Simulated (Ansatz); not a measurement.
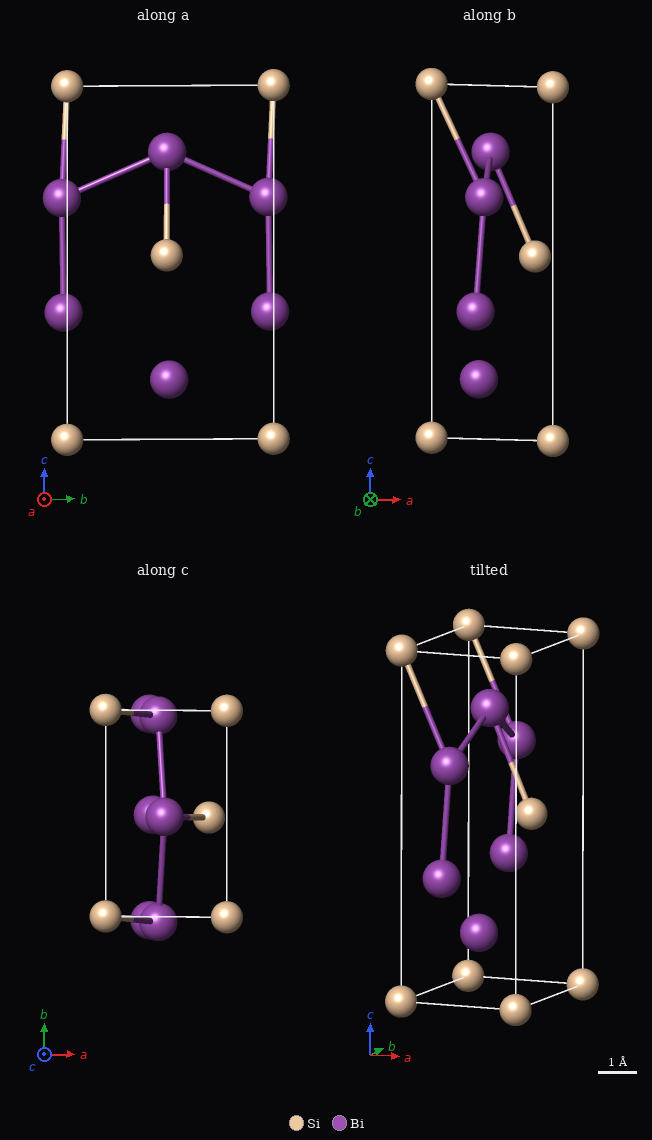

A ball-and-stick picture of a crystal structure, seen along the a axis, along the b axis, along the c axis and slightly off an axis. The wireframe shows the unit cell.

Lattice parameters: a = 3.2495 Å, b = 5.5285 Å, c = 9.4717 Å, α = 89.679°, β = 91.553°, γ = 90.428°.

### Give the structure in the form of a CIF in P1 with every atom of the cell, with free fractional coordinates to two decimals.

```cif
data_structure
_symmetry_space_group_name_H-M 'P 1'
_symmetry_Int_Tables_number 1
_cell_length_a 3.2495
_cell_length_b 5.5285
_cell_length_c 9.4717
_cell_angle_alpha 89.679
_cell_angle_beta 91.553
_cell_angle_gamma 90.428
_cell_volume 170.09
loop_
_atom_site_label
_atom_site_type_symbol
_atom_site_fract_x
_atom_site_fract_y
_atom_site_fract_z
_atom_site_occupancy
Si1 Si 0.00 0.00 0.00 1
Si2 Si 0.85 0.48 0.52 1
Bi1 Bi 0.49 0.48 0.81 1
Bi2 Bi 0.36 0.98 0.36 1
Bi3 Bi 0.43 0.97 0.68 1
Bi4 Bi 0.39 0.49 0.17 1
```

It goes back to a textbook structure type filled with these elements (whether it is the usual form wasn't checked). Earlier steps of the study may have refined or changed the cell and positions. It was set up as input for a calculation with Ansatz.
